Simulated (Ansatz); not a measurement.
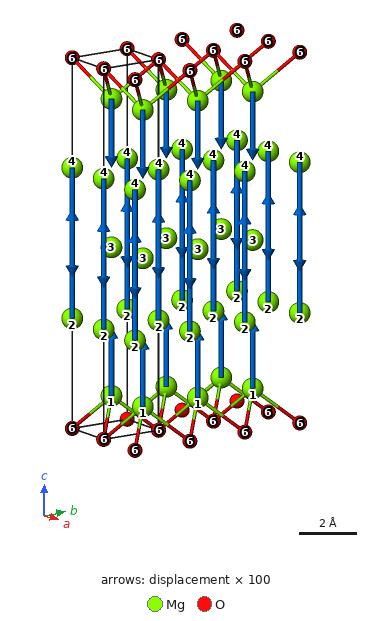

A relaxation of solid Mg5O (a generated structure, set up in P-6m2) (coarse preliminary run). The starting structure is drawn; blue arrows show the displacements (the part carried along by the change of the cell is left out), 100 times their true length.

Style: ball-and-stick. Shown: the cell of the calculation, repeated 2 × 3 × 1 with one cell outlined, slightly off an axis.

These are results of Ansatz 0.2.0, DFT PBE, scalar-relativistic, plane waves, PAW, not measurements. (plane-wave cutoff 420 eV; k-point mesh 6 × 6 × 2; occupations gaussian; smearing width 0.1 eV; no spin polarisation; cell and atoms relaxed; force threshold 0.04 eV/Å; at most 70 steps)

Which element moves most?

Magnesium: up to 0.039 Å, against 0.000 Å for oxygen.

Describe the change and its energy.

The largest moves relative to the cell, 0.039 Å, are those of Mg atoms. O stays in place. The volume changes by −0.7 %, with a = b 3.098 → 3.119 Å (+0.7 %), c 13.269 → 13.004 Å (−2.0 %). Near-neighbour distances that change, for instance: Mg–O 2.224 → 2.233 Å. The space group stays P-6m2 (No. 187). Over 4 accepted moves (6 points after the start) the energy falls by 12.6 meV per cell of the calculation. Largest force component: 0.029 eV/Å at the start, 0.02 eV/Å at the end. The pressure goes from −0.10 to −0.07 GPa. The line search rejected the trial step at point 3 of the run. At 1 point the geometry stayed and the basis and grid were re-selected for the new cell (energy shift of 0.1 meV per cell of the calculation at most each time).
